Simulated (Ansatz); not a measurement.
## How far to go with the k-point mesh at a smearing width of 0.02 eV: CoSi2 (I4mm, 3 atoms in the cell)

```xyz
3
Lattice="0.0000 2.6720 2.6720 2.6720 0.0000 2.6720 2.6720 2.6720 0.0000" Properties=species:S:1:pos:R:3 pbc="T T T"
Co     0.0000     0.0000     0.0500
Si     1.3360     1.3360     1.3360
Si     4.0079     4.0079     4.0079
```

Method of the run: PBEsol, default PAW files made with PBE (plane waves; Ansatz, a quantum-chemistry and plane-wave program).

Base settings: basis.ecutwfc = 420 eV; kpoints.mp_grid.grid = 11 11 11; hamiltonian.xc = pbesol; hamiltonian.pseudopotentials = {kind: paw} (the program's default PAW files); scf.occupations.method = fermi_dirac; scf.occupations.width = 0.1 eV.

In this ladder: scf.occupations.width = 0.02 eV.

Only quantities that move along the ladder and can be compared are tabulated.

The count of work is k-points × plane waves × bands × iterations; it is no time. 

The starting cell has typed, rounded lattice constants, without a prior relaxation at this level. Its lattice was rescaled by up to half a per cent. One atom was moved a little off its site on purpose. Spin polarisation is off. In the base run, with a pressure of about -3 GPa the cell is away from its equilibrium volume at this level. Ansatz's pressure includes its estimate of the finite-basis (Pulay) stress.

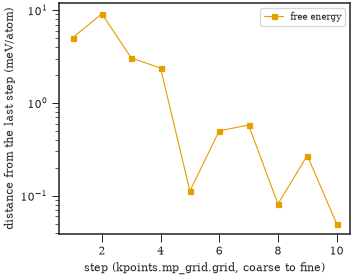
*Distance from the last step along the ladder; very small values are drawn at a floor.*

| kpoints.mp_grid.grid | free energy less the last step's (meV/atom) | pressure (GPa) | largest difference of a force vector from the last step's (eV/Å) | count of work / last |
|---|---|---|---|---|
| 4 4 4 | -5.03 | -3.42 | 0.021 | 0.0082 |
| 5 5 5 | 9.14 | -2.77 | 0.023 | 0.011 |
| 6 6 6 | 3.06 | -3.09 | 0.005 | 0.019 |
| 7 7 7 | -2.37 | -3.11 | 0.011 | 0.025 |
| 8 8 8 | 0.11 | -3.17 | 0.009 | 0.044 |
| 10 10 10 | -0.50 | -3.15 | 0.006 | 0.065 |
| 12 12 12 | -0.58 | -3.15 | 0.002 | 0.14 |
| 14 14 14 | -0.08 | -3.12 | 0.002 | 0.21 |
| 17 17 17 | 0.27 | -3.14 | 0.001 | 0.34 |
| 21 21 21 | -0.03 | -3.14 | 0.000 | 0.61 |
| 25 25 25 | 0.00 | -3.14 | 0.000 | 1.0 |

Coarsest kpoints.mp_grid.grid that holds the free energy within 1 meV/atom of the last step, with all finer ones: 8 8 8, at 0.044 of the last step's count of work; the step before is off by 2.4 meV/atom.

Coarsest kpoints.mp_grid.grid that holds the pressure within 0.2 GPa of the last step, with all finer ones: 6 6 6, at 0.019 of the last step's count of work; the step before is off by 0.36 GPa.

Keys are those of Ansatz 0.2.
